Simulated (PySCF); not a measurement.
**C4H14N2OSi2: density, localisation and related maps**

The calculation's input:

```
{"job": {"kind": "nmr", "xc": "PBE0", "basis": "pcSseg-1"}, "charge": 0, "multiplicity": 1}
C      3.502904    -0.149294     1.132470
N      2.081726    -0.259553     1.346960
Si     1.031408    -0.765222     0.087834
C      0.773932     0.613139    -1.194935
C     -0.722761     0.612103    -1.530986
Si    -1.647348     0.071809     0.045370
C     -3.178135    -1.006748    -0.182681
N     -2.080389     1.463224     0.973269
O     -0.460675    -0.833981     0.747074
H      4.010810    -1.120183     1.146478
H      3.950880     0.485949     1.898562
H      3.670589     0.304142     0.158582
H      1.870607    -0.617070     2.267055
H      1.268781    -2.084259    -0.513807
H      1.038277     1.573790    -0.747383
H      1.375819     0.514003    -2.098414
H     -1.037355     1.579191    -1.920293
H     -0.905469    -0.116909    -2.322129
H     -2.969722    -1.873591    -0.798810
H     -3.544943    -1.359635     0.774297
H     -3.969198    -0.436941    -0.654243
H     -2.722927     1.341862     1.739558
H     -1.341566     2.091158     1.249739
```

Launched as:

```sh
OMP_NUM_THREADS=1 python probes_run.py task.json out
```

Geometry: GFN2-xTB.

Computed with PySCF, PBE0/pcSseg-1, SCF density, gas phase, non-relativistic.

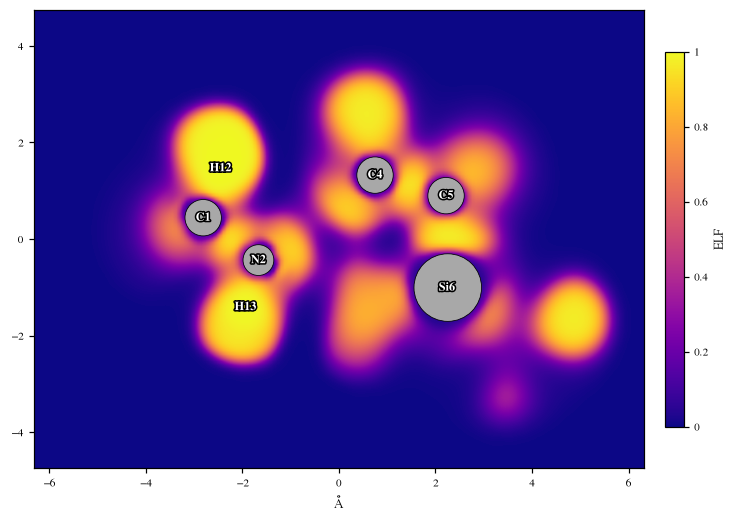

Figure 1. ELF on the plane of atoms C1, N2 and H13. Grey discs cover the atomic cores.

Describe what can be read from this map.

Answer. Atoms in the plane: C, N, Si and H. C–N (1.44 Å): the ELF peaks at about 0.95 between the atoms; a covalent bond. C–C (1.53 Å): the ELF peaks at about 0.95 between the atoms: localised, covalent bonding. C–Si (1.91 Å): the ELF peaks at about 0.95 between the atoms, as expected for a shared electron pair. N–H (1.01 Å): the ELF climbs to about 1 towards the hydrogen, as it does in any bond to H: a covalent bond by its length. C–H (1.09 Å): the ELF climbs to about 1 towards the hydrogen: an ordinary covalent bond to hydrogen. The ELF also peaks beside O9, away from the bonds: lone-pair regions.

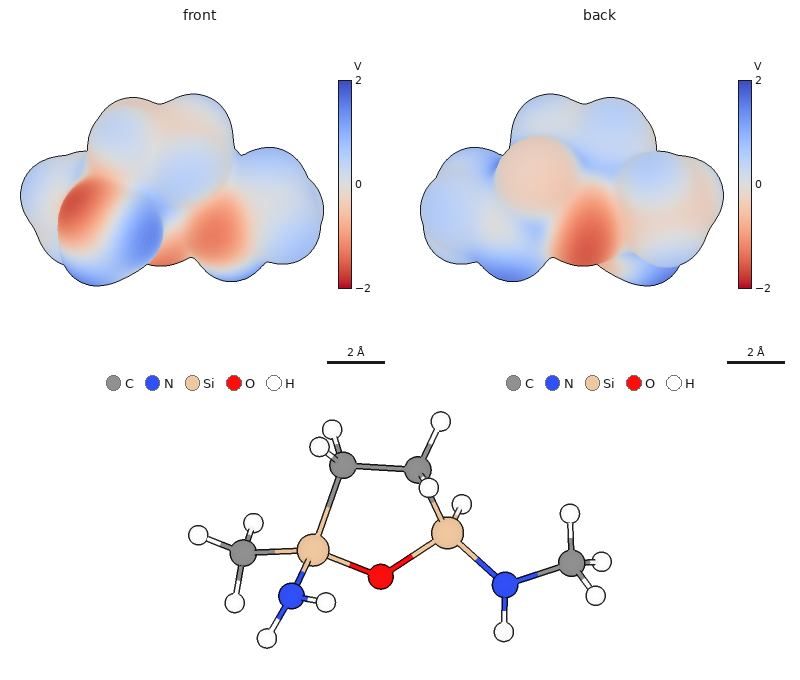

Figure 2. The molecular electrostatic potential painted on the density surface at 0.002 e/bohr³, seen from the front and from behind; the colour scale runs from red (negative) to blue (positive). The bare structure is drawn below in the same view.

Describe the electrostatic potential map.

Answer. The most negative region (about −1.5 V) lies over N8 and O9, the most positive (about +1.4 V) over Si3, H13, H22 and H23.

How polar is the molecule by this calculation?

Answer. Its dipole moment is 1.27 D.
